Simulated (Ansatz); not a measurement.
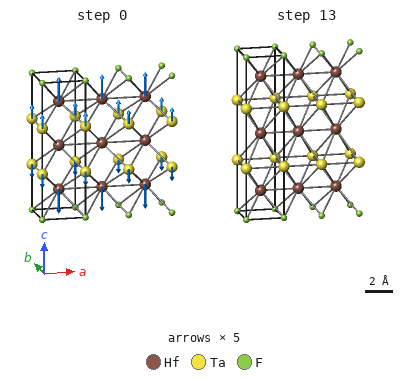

The structure of crystalline Hf3Ta2F (a generated structure, set up in P4/mmm) (coarse preliminary run) before (left) and after (right) a relaxation, at one scale. The blue arrows give the displacements (the part carried along by the change of the cell is left out), 5 times their true length.

A ball-and-stick model of the cell of the calculation, repeated 3 × 1 × 1 with one cell outlined, seen slightly off an axis.

Theory: DFT PBE, scalar-relativistic, plane waves, PAW in Ansatz.

The input:
```yaml
crystal:
  lattice:
    - [3.40817838, 0.0, 0.0]
    - [0.0, 3.40817838, 0.0]
    - [0.0, 0.0, 10.79204352]
  atoms:
    - { symbol: Hf, position: [0.5, 0.5, 0.17872] }
    - { symbol: Hf, position: [0.5, 0.5, 0.5] }
    - { symbol: Hf, position: [0.5, 0.5, 0.82128] }
    - { symbol: Ta, position: [0.0, 0.0, 0.333442] }
    - { symbol: Ta, position: [0.0, 0.0, 0.666558] }
    - { symbol: F, position: [0.0, 0.0, 0.0] }
basis:
  ecutwfc: 420
kpoints:
  mp_grid: { grid: [6, 6, 2] }
hamiltonian:
  xc: pbe
scf:
  occupations: { method: gaussian, width: 0.1 }
  lower_state_search: "off"
output:
  forces: true
  stress: true
  eigenvalues: true
relax:
  adjacent_minimum: "off"
  f_tol: 0.04
  max_steps: 70
  cell: { stress_tol: 0.4 }
```

Launched with:
```bash
ansatz run input.yaml --threads 1 --pin off --max-ram 2560MiB --backend cpu --events-out ev --progress --plain --runs-dir out
```

**Summarise the run.**

Over 9 accepted moves (13 points after the start) the energy falls by 0.698 eV per cell of the calculation. The largest force component goes from 0.14 to 0.0057 eV/Å. The pressure goes from −7.00 to −0.07 GPa. The line search rejected the trial steps at points 7, 11 of the run. The SCF was repeated twice at an unchanged geometry on a basis and grid sized afresh for the cell, which shifted the energy by 46.6 meV per cell of the calculation at most. The largest moves relative to the cell, 0.39 Å, are those of Hf1 and Hf3. Hf3 goes along +c. By element the largest moves are Hf 0.39 Å, Ta 0.23 Å. F stays in place. The drawn cell changes as follows: a = b 3.408 → 2.968 Å (−12.9 %), c 10.792 → 12.800 Å (+18.6 %); the volume changes by −10.0 %. Near-neighbour distances that change, for instance: Hf1–Hf2 3.467 → 4.502 Å, Hf1–Hf1 3.408 → 2.968 Å, Ta4–Ta4 3.408 → 2.968 Å, Hf1–F6 3.087 → 2.830 Å. The space group stays P4/mmm (No. 123).
